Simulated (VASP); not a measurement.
Band structure of InP (zinc blende). These are optB88-vdW, VASP's PBE PAW potentials (set 64) (plane waves; VASP) values and carry that method's errors.

Unless said otherwise, spin-orbit coupling is left out, though it shifts the bands of the heavy elements here.

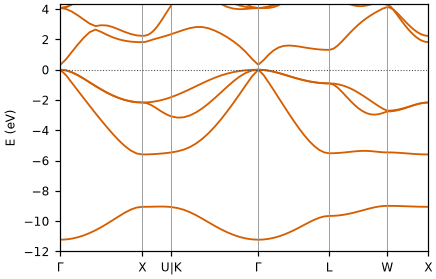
Figure: Bands along high-symmetry lines, zero at the valence-band maximum or, without a gap, the Fermi level

Problem. Read the plot: is there a gap, and where are the band edges?

Solution. The gap is direct, 0.32 eV, from the valence maximum at Γ to the conduction minimum at Γ. (Edges off the drawn lines would not show.)

Measured: gap 1.47 eV (computed value off by -1.15 eV), as given by Wei Chen et al., Physical Review Materials (2018), doi:10.1103/physrevmaterials.2.073803 [zero-point renormalisation of 0.05 eV added back (the table's ZPR column)].

The compound is InP in the zinc blende structure. It was relaxed first.
